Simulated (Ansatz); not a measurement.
# C$_{2}$H$_{4}$FGe: molecular dynamics

System: C$_{2}$H$_{4}$FGe, multiplicity 2.
Method: UKS PBE/6-31G* (Ansatz 0.2.0).

The geometry comes from this level: PBE0-D4/def2-TZVP. Figures and captions count atoms from 1; the log counts them from 0 in places.

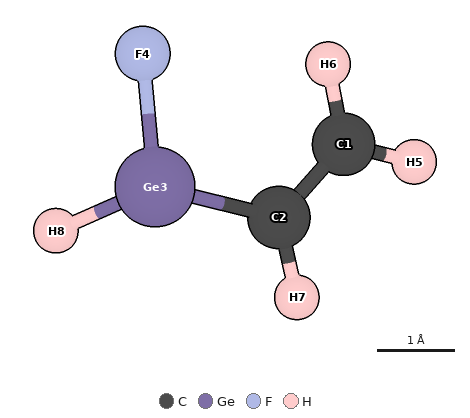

The input geometry (ball-and-stick view, seen at a tilt; atoms are numbered from 1 in the order of the input). Sticks mark near contacts. Bond lengths as drawn: C–C 1.33 Å, C–Ge 1.93 Å, C–H 1.09 Å, F–Ge 1.75 Å and Ge–H 1.55 Å.

**Input**
```yaml
crystal:
  periodic: [false, false, false]
  atoms:
    - {symbol: C, position_ang: [-0.160787, 1.290039, -0.176560]}
    - {symbol: C, position_ang: [0.568913, 0.203136, -0.415698]}
    - {symbol: Ge, position_ang: [0.333408, -1.419265, 0.599792]}
    - {symbol: F, position_ang: [-1.139673, -1.170892, 1.514216]}
    - {symbol: H, position_ang: [-0.012798, 2.209000, -0.736800]}
    - {symbol: H, position_ang: [-0.941788, 1.297696, 0.577112]}
    - {symbol: H, position_ang: [1.358256, 0.225519, -1.163292]}
    - {symbol: H, position_ang: [0.086668, -2.692432, -0.254569]}
basis:
  gaussian: {orbitals: "6-31G*"}
magnetization: {spin_polarized: true, initial_magnetization: 1}
hamiltonian: {xc: {name: PBE}}
md: {timestep: 0.5 fs, n_steps: 30, ensemble: nve, temperature: 300, initial_velocities: maxwell_boltzmann, seed: 401}
```

Hardware: 4 threads of Arm Neoverse V2, 23 GiB of memory available, shared host.

Run as:
```bash
ansatz run in.yaml --threads 4 --pin off --events-out ev --progress --plain --max-ram 10444MiB
```

**The program's output**
```
Functional definition: PBE
  name "PBE"
  cite "Perdew, Burke & Ernzerhof, Phys. Rev. Lett. 77, 3865 (1996) doi:10.1103/PhysRevLett.77.3865"
  parent pbe
  parameter kappa = 0.804
  parameter beta = 0.06672455060314922
  exchange = pbe_x(kappa = kappa, mu = beta*pi^2/3)
  correlation = pbe_c(beta = beta)
993 factors; their error is unknown
mean field evaluation 1: about -61341.7914 eV, gradient 4.6e1 eV
mean field evaluation 2: about -61297.2799 eV, gradient 9.7e1 eV
mean field evaluation 4: about -61350.7144 eV, gradient 1.2e1 eV
mean field evaluation 8: about -61351.5109 eV, gradient 2.4e-1 eV
mean field evaluation 16: about -61351.4587 eV, gradient 1.6e-3 eV
mean field -61351.45866259 eV, -2254.6245203378 hartree, gradient 6.6e-5 eV, S^2 0.752095; 0 other end points of the search recorded, 0 dependent functions left out
the calculation of the forces begins
reference -61351.45869760 eV, -2254.6245216244 hartree; 29, 28 occupied and 59, 60 virtual orbitals, 993 factors
md step     0: t =     0.00 fs  T =   300.0 K  F+E_penalty+E_count = -61351.45866259 eV  E_kin = 0.232668 eV  conserved = -61351.22599459 eV  (33 SCF iters)
these checks for a lower state are left out or cut short: starts, cluster_reference, orbital_swaps, neighbouring_geometries, increment
993 factors; their error is unknown
mean field -61351.44789595 eV, -2254.6241246713 hartree, gradient 1.9e-5 eV, S^2 0.752110; 0 other end points of the search recorded, 0 dependent functions left out
the calculation of the forces begins
reference -61351.44793100 eV, -2254.6241259594 hartree; 29, 28 occupied and 59, 60 virtual orbitals, 993 factors
md step     1: t =     0.50 fs  T =   286.2 K  F+E_penalty+E_count = -61351.44789595 eV  E_kin = 0.221933 eV  conserved = -61351.22596316 eV  (36 SCF iters)
[... from here on the SCF iterations and repeated set-up lines of each step are left out, up to the last step ...]
md step     2: t =     1.00 fs  T =   265.9 K  F+E_penalty+E_count = -61351.43210165 eV  E_kin = 0.206225 eV  conserved = -61351.22587644 eV  (37 SCF iters)
md step     3: t =     1.50 fs  T =   241.1 K  F+E_penalty+E_count = -61351.41275331 eV  E_kin = 0.187014 eV  conserved = -61351.22573906 eV  (37 SCF iters)
md step     4: t =     2.00 fs  T =   214.7 K  F+E_penalty+E_count = -61351.39208995 eV  E_kin = 0.166516 eV  conserved = -61351.22557352 eV  (36 SCF iters)
md step     5: t =     2.50 fs  T =   190.0 K  F+E_penalty+E_count = -61351.37276256 eV  E_kin = 0.147348 eV  conserved = -61351.22541462 eV  (37 SCF iters)
md step     6: t =     3.00 fs  T =   170.2 K  F+E_penalty+E_count = -61351.35729087 eV  E_kin = 0.131991 eV  conserved = -61351.22529994 eV  (37 SCF iters)
md step     7: t =     3.50 fs  T =   157.6 K  F+E_penalty+E_count = -61351.34748729 eV  E_kin = 0.122230 eV  conserved = -61351.22525719 eV  (37 SCF iters)
md step     8: t =     4.00 fs  T =   153.1 K  F+E_penalty+E_count = -61351.34403626 eV  E_kin = 0.118742 eV  conserved = -61351.22529418 eV  (37 SCF iters)
md step     9: t =     4.50 fs  T =   156.0 K  F+E_penalty+E_count = -61351.34636689 eV  E_kin = 0.120969 eV  conserved = -61351.22539767 eV  (36 SCF iters)
md step    10: t =     5.00 fs  T =   164.1 K  F+E_penalty+E_count = -61351.35284432 eV  E_kin = 0.127305 eV  conserved = -61351.22553957 eV  (37 SCF iters)
md step    11: t =     5.50 fs  T =   174.7 K  F+E_penalty+E_count = -61351.36119670 eV  E_kin = 0.135510 eV  conserved = -61351.22568624 eV  (37 SCF iters)
md step    12: t =     6.00 fs  T =   184.7 K  F+E_penalty+E_count = -61351.36903876 eV  E_kin = 0.143231 eV  conserved = -61351.22580800 eV  (37 SCF iters)
md step    13: t =     6.50 fs  T =   191.4 K  F+E_penalty+E_count = -61351.37435244 eV  E_kin = 0.148470 eV  conserved = -61351.22588274 eV  (36 SCF iters)
md step    14: t =     7.00 fs  T =   193.3 K  F+E_penalty+E_count = -61351.37583946 eV  E_kin = 0.149939 eV  conserved = -61351.22590049 eV  (37 SCF iters)
md step    15: t =     7.50 fs  T =   189.8 K  F+E_penalty+E_count = -61351.37309482 eV  E_kin = 0.147232 eV  conserved = -61351.22586273 eV  (37 SCF iters)
md step    16: t =     8.00 fs  T =   181.6 K  F+E_penalty+E_count = -61351.36659710 eV  E_kin = 0.140816 eV  conserved = -61351.22578122 eV  (37 SCF iters)
md step    17: t =     8.50 fs  T =   170.0 K  F+E_penalty+E_count = -61351.35753068 eV  E_kin = 0.131855 eV  conserved = -61351.22567563 eV  (37 SCF iters)
md step    18: t =     9.00 fs  T =   157.2 K  F+E_penalty+E_count = -61351.34748184 eV  E_kin = 0.121913 eV  conserved = -61351.22556861 eV  (35 SCF iters)
md step    19: t =     9.50 fs  T =   145.2 K  F+E_penalty+E_count = -61351.33808302 eV  E_kin = 0.112602 eV  conserved = -61351.22548060 eV  (37 SCF iters)
md step    20: t =    10.00 fs  T =   135.7 K  F+E_penalty+E_count = -61351.33069179 eV  E_kin = 0.105268 eV  conserved = -61351.22542428 eV  (37 SCF iters)
md step    21: t =    10.50 fs  T =   129.9 K  F+E_penalty+E_count = -61351.32618477 eV  E_kin = 0.100782 eV  conserved = -61351.22540283 eV  (29 SCF iters)
md step    22: t =    11.00 fs  T =   128.3 K  F+E_penalty+E_count = -61351.32490111 eV  E_kin = 0.099490 eV  conserved = -61351.22541064 eV  (29 SCF iters)
md step    23: t =    11.50 fs  T =   130.6 K  F+E_penalty+E_count = -61351.32672328 eV  E_kin = 0.101286 eV  conserved = -61351.22543692 eV  (29 SCF iters)
md step    24: t =    12.00 fs  T =   136.4 K  F+E_penalty+E_count = -61351.33124211 eV  E_kin = 0.105773 eV  conserved = -61351.22546944 eV  (37 SCF iters)
md step    25: t =    12.50 fs  T =   145.0 K  F+E_penalty+E_count = -61351.33794398 eV  E_kin = 0.112444 eV  conserved = -61351.22549998 eV  (37 SCF iters)
md step    26: t =    13.00 fs  T =   155.8 K  F+E_penalty+E_count = -61351.34635466 eV  E_kin = 0.120832 eV  conserved = -61351.22552296 eV  (38 SCF iters)
md step    27: t =    13.50 fs  T =   168.4 K  F+E_penalty+E_count = -61351.35611355 eV  E_kin = 0.130573 eV  conserved = -61351.22554009 eV  (37 SCF iters)
md step    28: t =    14.00 fs  T =   182.3 K  F+E_penalty+E_count = -61351.36695149 eV  E_kin = 0.141393 eV  conserved = -61351.22555843 eV  (37 SCF iters)
md step    29: t =    14.50 fs  T =   197.3 K  F+E_penalty+E_count = -61351.37858995 eV  E_kin = 0.153003 eV  conserved = -61351.22558675 eV  (37 SCF iters)
these checks for a lower state are left out or cut short: starts, cluster_reference, orbital_swaps, neighbouring_geometries, increment
993 factors; their error is unknown
mean field -61351.39060361 eV, -2254.6220192164 hartree, gradient 1.7e-5 eV, S^2 0.752585; 0 other end points of the search recorded, 0 dependent functions left out
the calculation of the forces begins
reference -61351.39063838 eV, -2254.6220204942 hartree; 29, 28 occupied and 59, 60 virtual orbitals, 993 factors
993 factors; their error is unknown
mean field evaluation 256: about -61350.5970 eV, gradient 9.6e0 eV
mean field -61351.39060361 eV, -2254.6220192164 hartree, gradient 1.9e-5 eV, S^2 0.752585; 1 other end points of the search recorded, 0 dependent functions left out
the calculation of the forces begins
reference -61351.39063838 eV, -2254.6220204942 hartree; 29, 28 occupied and 59, 60 virtual orbitals, 993 factors
md step    30: t =    15.00 fs  T =   212.7 K  F+E_penalty+E_count = -61351.39060361 eV  E_kin = 0.164971 eV  conserved = -61351.22563287 eV  (35 SCF iters)
```

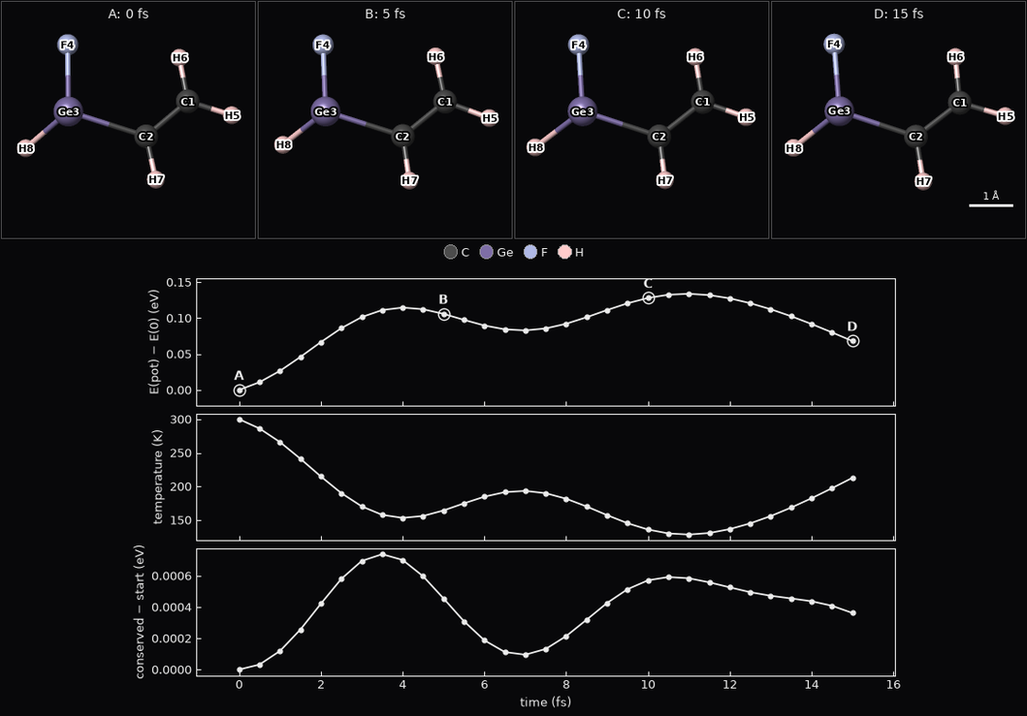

Frames of the molecular dynamics (ball-and-stick, seen at a tilt) above the curves, on which the letters mark them. The trajectory kept here has 31 frames over 15 fs. The temperature starts at 300 K, ranges from 128 to 300 K and averages 160 K over the second half. The potential energy ends 0.068 eV above its first value. The conserved quantity stays within 0.00074 eV. After an unweighted best fit of the last frame on the first, the root-mean-square displacement is 0.07 Å, and F4 has moved furthest (0.12 Å).

```
Total energy: -61351.39063838 eV, -2254.6220204942 hartree
Atom 0 at    -0.127326     1.322059    -0.216226 Å, force     0.072810     0.759717     0.283803 eV/Å
Atom 1 at     0.576750     0.185214    -0.422691 Å, force     0.052805     0.747869    -0.712703 eV/Å
Atom 2 at     0.328386    -1.401766     0.600012 Å, force    -0.143916    -1.413925     0.040487 eV/Å
Atom 3 at    -1.150805    -1.250636     1.545331 Å, force    -0.155131     0.248344     0.150597 eV/Å
Atom 4 at     0.046203     2.281037    -0.759749 Å, force     0.082494    -0.635889     0.003274 eV/Å
Atom 5 at    -0.877070     1.446229     0.589219 Å, force     0.146612    -0.422834    -0.262801 eV/Å
Atom 6 at     1.383295     0.142980    -1.188034 Å, force    -0.342585     0.090568     0.262346 eV/Å
Atom 7 at     0.017487    -2.756316    -0.265280 Å, force     0.286909     0.626151     0.234998 eV/Å
Dipole moment:     0.289290     0.222458    -0.289752 e Å
```

**Trajectory as extended XYZ (Å, eV, eV/Å), 12 of the 31 frames kept, from step=0 to step=30**
```
8
Properties=species:S:1:pos:R:3:forces:R:3 step=0 time_fs=0.0 energy=-61351.45866 temperature=300.0
C    -0.1608    1.2900   -0.1766   -0.3369   0.5039   0.1367
C     0.5689    0.2031   -0.4157    0.3187  -0.6012  -0.1627
Ge    0.3334   -1.4193    0.5998    0.4627  -0.0484   0.1679
F    -1.1397   -1.1709    1.5142   -0.4501   0.0981   0.2875
H    -0.0128    2.2090   -0.7368    0.0149   0.3494  -0.1797
H    -0.9418    1.2977    0.5771   -0.2654   0.0154   0.2526
H     1.3583    0.2255   -1.1633    0.2990  -0.0240  -0.2458
H     0.0867   -2.6924   -0.2546   -0.0430  -0.2931  -0.2565
8
Properties=species:S:1:pos:R:3:forces:R:3 step=3 time_fs=1.5 energy=-61351.41275 temperature=241.1
C    -0.1615    1.2911   -0.1822   -0.0010   0.8169  -0.0327
C     0.5678    0.2035   -0.4129    0.6024  -0.8061  -0.3975
Ge    0.3323   -1.4172    0.5993    0.6008   0.5122   0.5654
F    -1.1380   -1.1800    1.5152   -0.5246   0.1406   0.3683
H     0.0259    2.2126   -0.7500   -0.2141   0.0533   0.0932
H    -0.9140    1.2965    0.5997   -0.3458   0.1377   0.1508
H     1.3711    0.1981   -1.1605    0.0152   0.0706  -0.0580
H     0.0763   -2.6588   -0.2157   -0.1327  -0.9252  -0.6894
8
Properties=species:S:1:pos:R:3:forces:R:3 step=5 time_fs=2.5 energy=-61351.37276 temperature=190.0
C    -0.1621    1.2925   -0.1860    0.1497   0.9393  -0.0338
C     0.5676    0.2029   -0.4113    0.7415  -0.8457  -0.5508
Ge    0.3317   -1.4158    0.5991    0.6625   0.7365   0.7449
F    -1.1372   -1.1859    1.5161   -0.5631   0.1680   0.4131
H     0.0495    2.2160   -0.7581   -0.3588  -0.1338   0.2614
H    -0.8995    1.2971    0.6166   -0.2785   0.2039  -0.0318
H     1.3803    0.1805   -1.1595   -0.1827   0.1351   0.0755
H     0.0679   -2.6466   -0.1974   -0.1706  -1.2032  -0.8786
8
Properties=species:S:1:pos:R:3:forces:R:3 step=8 time_fs=4.0 energy=-61351.34404 temperature=153.1
C    -0.1627    1.2961   -0.1917    0.3173   0.8387   0.1362
C     0.5684    0.2008   -0.4099    0.7386  -0.7326  -0.6618
Ge    0.3310   -1.4135    0.5989    0.6545   0.6282   0.7599
F    -1.1366   -1.1947    1.5178   -0.5990   0.2052   0.4601
H     0.0780    2.2185   -0.7653   -0.5040  -0.2433   0.3817
H    -0.8823    1.3019    0.6408   -0.1092   0.2658  -0.3657
H     1.3904    0.1568   -1.1566   -0.3555   0.2198   0.1696
H     0.0523   -2.6498   -0.1858   -0.1427  -1.1818  -0.8800
8
Properties=species:S:1:pos:R:3:forces:R:3 step=11 time_fs=5.5 energy=-61351.36120 temperature=174.7
C    -0.1627    1.3012   -0.1972    0.4972   0.3832   0.3856
C     0.5705    0.1974   -0.4097    0.4416  -0.4267  -0.5830
Ge    0.3304   -1.4110    0.5989    0.5214   0.0322   0.5081
F    -1.1367   -1.2033    1.5200   -0.6053   0.2353   0.4780
H     0.0960    2.2162   -0.7646   -0.5228  -0.0959   0.3000
H    -0.8677    1.3123    0.6573   -0.0094   0.2756  -0.5913
H     1.3932    0.1377   -1.1503   -0.3109   0.2717   0.0827
H     0.0338   -2.6777   -0.1926   -0.0118  -0.6753  -0.5800
8
Properties=species:S:1:pos:R:3:forces:R:3 step=14 time_fs=7.0 energy=-61351.37584 temperature=193.3
C    -0.1617    1.3069   -0.2019    0.7277  -0.2695   0.5562
C     0.5734    0.1933   -0.4104   -0.0549  -0.0031  -0.3600
Ge    0.3300   -1.4085    0.5991    0.3313  -0.7179   0.1855
F    -1.1374   -1.2116    1.5228   -0.5819   0.2573   0.4672
H     0.1029    2.2122   -0.7577   -0.4228   0.2258   0.0629
H    -0.8535    1.3285    0.6615   -0.0656   0.2351  -0.5819
H     1.3896    0.1244   -1.1425   -0.0875   0.2826  -0.1450
H     0.0151   -2.7199   -0.2118    0.1537  -0.0103  -0.1849
8
Properties=species:S:1:pos:R:3:forces:R:3 step=16 time_fs=8.0 energy=-61351.36660 temperature=181.6
C    -0.1604    1.3106   -0.2046    0.9068  -0.6627   0.5598
C     0.5753    0.1905   -0.4114   -0.3910   0.2893  -0.1995
Ge    0.3297   -1.4069    0.5993    0.2092  -1.1535   0.0110
F    -1.1383   -1.2170    1.5249   -0.5519   0.2674   0.4466
H     0.1022    2.2117   -0.7521   -0.3231   0.4281  -0.1126
H    -0.8447    1.3422    0.6572   -0.1852   0.1847  -0.4413
H     1.3858    0.1189   -1.1387    0.0862   0.2718  -0.3078
H     0.0042   -2.7491   -0.2273    0.2490   0.3748   0.0439
8
Properties=species:S:1:pos:R:3:forces:R:3 step=19 time_fs=9.5 energy=-61351.33808 temperature=145.2
C    -0.1571    1.3149   -0.2077    1.1696  -0.9322   0.3687
C     0.5775    0.1867   -0.4130   -0.7088   0.6592  -0.0808
Ge    0.3295   -1.4049    0.5995    0.0586  -1.6195  -0.1520
F    -1.1401   -1.2247    1.5286   -0.4894   0.2762   0.4005
H     0.0958    2.2189   -0.7459   -0.1946   0.5070  -0.2695
H    -0.8354    1.3659    0.6437   -0.4098   0.0839  -0.1252
H     1.3820    0.1155   -1.1387    0.2270   0.2448  -0.4285
H    -0.0074   -2.7853   -0.2493    0.3475   0.7805   0.2869
8
Properties=species:S:1:pos:R:3:forces:R:3 step=22 time_fs=11.0 energy=-61351.32490 temperature=128.3
C    -0.1516    1.3177   -0.2102    1.2757  -0.6881   0.0904
C     0.5785    0.1842   -0.4148   -0.6792   0.8807  -0.1973
Ge    0.3292   -1.4033    0.5997   -0.0492  -1.8547  -0.2084
F    -1.1425   -1.2322    1.5327   -0.4108   0.2776   0.3417
H     0.0850    2.2364   -0.7452   -0.1270   0.2262  -0.2324
H    -0.8347    1.3913    0.6273   -0.5271  -0.0398   0.1052
H     1.3827    0.1174   -1.1476    0.1251   0.2173  -0.3110
H    -0.0117   -2.8050   -0.2654    0.3924   0.9807   0.4118
8
Properties=species:S:1:pos:R:3:forces:R:3 step=25 time_fs=12.5 energy=-61351.33794 temperature=145.0
C    -0.1438    1.3193   -0.2125    1.0423  -0.1021  -0.0093
C     0.5784    0.1832   -0.4170   -0.3946   0.9364  -0.4609
Ge    0.3289   -1.4023    0.5999   -0.1180  -1.8751  -0.1813
F    -1.1453   -1.2394    1.5372   -0.3206   0.2719   0.2745
H     0.0715    2.2584   -0.7493   -0.0785  -0.2286  -0.0921
H    -0.8449    1.4159    0.6127   -0.3967  -0.1862   0.0748
H     1.3859    0.1239   -1.1630   -0.1243   0.1839  -0.0393
H    -0.0075   -2.8039   -0.2727    0.3904   0.9998   0.4335
8
Properties=species:S:1:pos:R:3:forces:R:3 step=27 time_fs=13.5 energy=-61351.35611 temperature=168.4
C    -0.1376    1.3202   -0.2141    0.7006   0.3134   0.0660
C     0.5778    0.1835   -0.4189   -0.1761   0.8945  -0.6198
Ge    0.3287   -1.4019    0.5999   -0.1427  -1.7689  -0.1212
F    -1.1474   -1.2440    1.5404   -0.2559   0.2644   0.2264
H     0.0615    2.2711   -0.7534   -0.0287  -0.4809  -0.0157
H    -0.8567    1.4302    0.6039   -0.1917  -0.2900  -0.0602
H     1.3868    0.1305   -1.1741   -0.2700   0.1526   0.1325
H    -0.0001   -2.7912   -0.2724    0.3645   0.9149   0.3920
8
Properties=species:S:1:pos:R:3:forces:R:3 step=30 time_fs=15.0 energy=-61351.39060 temperature=212.7
C    -0.1273    1.3221   -0.2162    0.0728   0.7597   0.2838
C     0.5767    0.1852   -0.4227    0.0528   0.7479  -0.7127
Ge    0.3284   -1.4018    0.6000   -0.1439  -1.4139   0.0405
F    -1.1508   -1.2506    1.5453   -0.1551   0.2483   0.1506
H     0.0462    2.2810   -0.7597    0.0825  -0.6359   0.0033
H    -0.8771    1.4462    0.5892    0.1466  -0.4228  -0.2628
H     1.3833    0.1430   -1.1880   -0.3426   0.0906   0.2623
H     0.0175   -2.7563   -0.2653    0.2869   0.6262   0.2350
```

**Summary**

```csv
quantity,value
outcome,finished
mean temperature over the second half,160 K
trajectory,"30 steps, 15 fs"
ensemble,nve
temperature in the input,300 K
time step,0.5 fs
potential energy (last step),−61351.3906 eV
⟨S²⟩ (last step),0.753
SCF solution under orbital rotations (last step),stable
largest force (length of the vector) (last step),1.422 eV/Å
dipole moment (last step),2.24 D
wall time,37 s (CPU time 2.3 min)
peak memory,0.39 GiB
```

**Remarks**

So short a trajectory is not equilibrated.
